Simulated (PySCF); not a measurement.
InO (charge −1)

| atom | x (Å) | y (Å) | z (Å) |
| --- | --- | --- | --- |
| In | 0.0000 | 0.0000 | -0.2372 |
| O | 0.0000 | 0.0000 | 1.7038 |

Core potentials replace the inner electrons of In.

These are results of PySCF 2.14.0, PBE0/aug-cc-pVDZ(-PP), non-relativistic Hamiltonian with scalar-relativistic core potentials where named, at a bond length of 1.941 Å, not measurements.

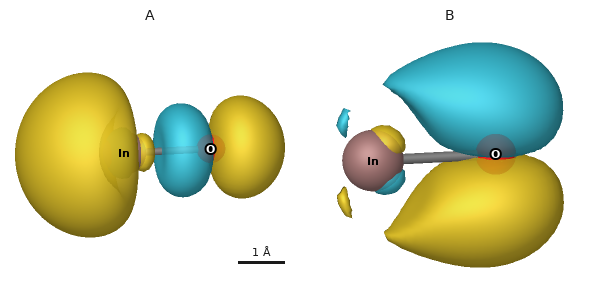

Figure 1. Two frontier orbitals, each drawn at the value that holds 80 % of its norm (yellow and cyan are the two phases), in no order; of a degenerate pair one member is drawn.

> Label each orbital by symmetry, say whether it is occupied, and order them by energy.

Orbital B: π, occupied, −0.93 eV; mainly on O (80 %).
Orbital A: σ, occupied, −0.53 eV; shared between the atoms (In 55 %, O 45 %).

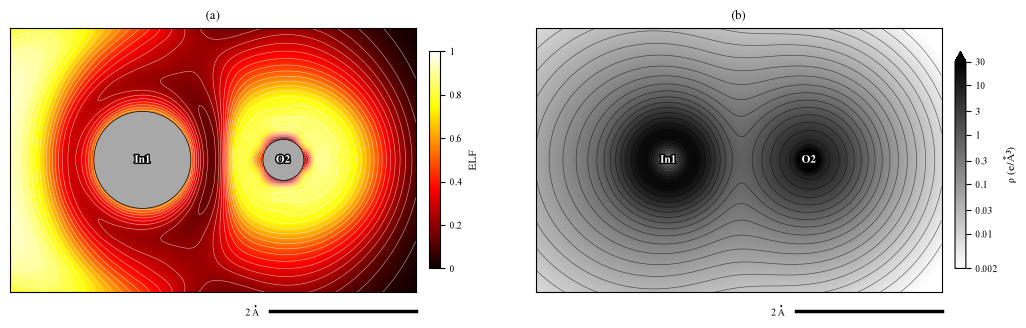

Figure 2. (a) ELF; (b) electron density on a plane that holds the molecular axis. Grey discs cover the atomic cores in the ELF map.

> Read the bonding off the picture.

- The section cuts through In and O sites.
- In–O (1.94 Å): ρ is about 0.82 e/Å³ halfway; the ELF peaks at about 0.85 in the valence shell of O, 0.6 Å from its nucleus, and drops to about 0.15 between the two atoms.
- The ELF also peaks beside O2, away from the bonds: lone-pair regions.

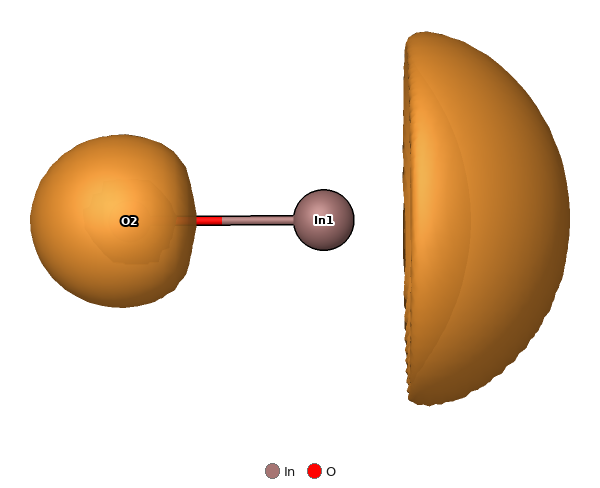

Figure 3. Isosurface of the ELF at 0.75 (orange), seen from one side. Only the valence region is drawn (cores and ρ < 0.01 e/Å³ removed).

> What do the ELF domains correspond to?

At this value the surface marks out one lobe on In, pointing away from the bonds (lone pairs) and one region wrapped around O (its valence shell).
